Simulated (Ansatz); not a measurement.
The calculation's input:

```
crystal:
  periodic: [false, false, false]
  atoms:
    - { symbol: O, position_ang: [-1.5341, -0.7688, 1.0133] }
    - { symbol: C, position_ang: [-0.333, -0.9641, 0.3818] }
    - { symbol: C, position_ang: [0.3596, 0.3379, 0.2463] }
    - { symbol: C, position_ang: [0.8971, 0.8526, -0.9025] }
    - { symbol: Cl, position_ang: [1.6575, 2.3281, -1.0199] }
    - { symbol: H, position_ang: [-2.0406, -0.0301, 0.4744] }
    - { symbol: H, position_ang: [-1.42296, -1.40419, 1.76432] }
    - { symbol: H, position_ang: [-0.4639, -1.4235, -0.5927] }
    - { symbol: H, position_ang: [0.5773, 0.8917, 1.2297] }
    - { symbol: H, position_ang: [0.6964, 0.3746, -1.843] }
magnetization:
  spin_polarized: true
basis:
  gaussian: { orbitals: def2-SVP }
hamiltonian:
  xc: b3lyp
relax:
  f_tol: 0.02
  max_steps: 50
output:
  orbitals: {}
```

Run with:

```sh
ansatz run input.yaml --threads 2 --pin off --max-ram 3072MiB --backend cpu --events-out ev --progress --plain --runs-dir out
```

The fields are those of the relaxed geometry.

⟨S²⟩ = 0.29, above the pure value of 0.00; at this geometry the atoms fall into two loosely joined parts.

These are results of UKS B3LYP/def2-SVP (Ansatz), not measurements.

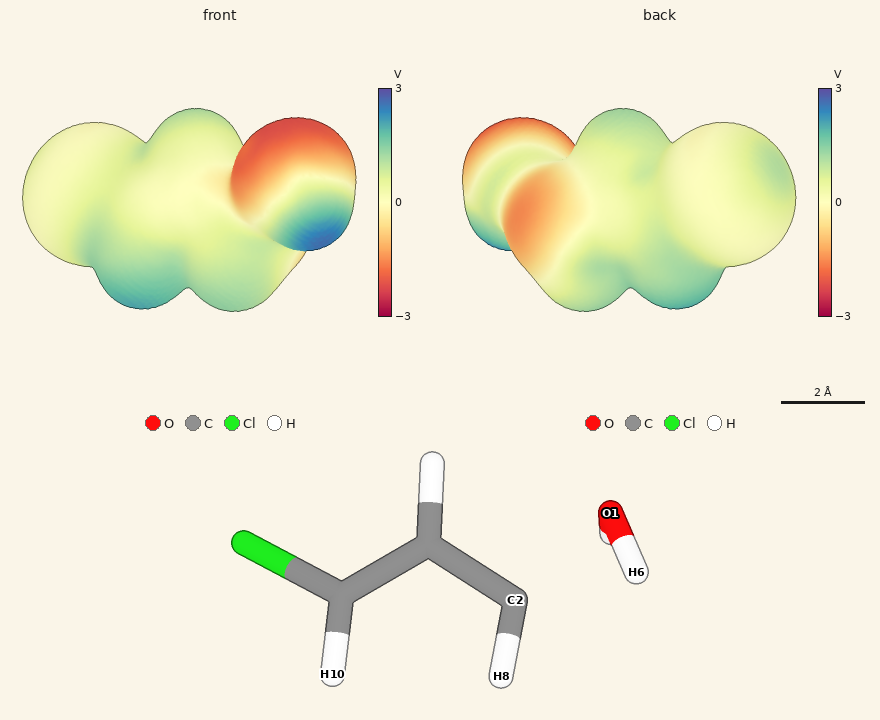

C3H5ClO. The molecular electrostatic potential painted on the density surface at 0.004 e/bohr³, seen from the front and from behind; the colour scale runs from red (negative) to blue (positive). The bare structure is drawn below in the same view.

### Which sites attract a positive test charge, and which a negative one?

A positive charge is drawn to the negative regions and a negative charge to the positive ones. The most negative region (about −2.1 V, or −48 kcal/mol for a unit charge) lies over O1, the most positive (about +2.6 V, or +60 kcal/mol for a unit charge) over H6. Cl5 shows a σ-hole: about +1.1 V, or +25 kcal/mol for a unit charge at the tip opposite its bond, against about +0.1 V on its flanks. O1 is the likeliest acceptor of a hydrogen bond.
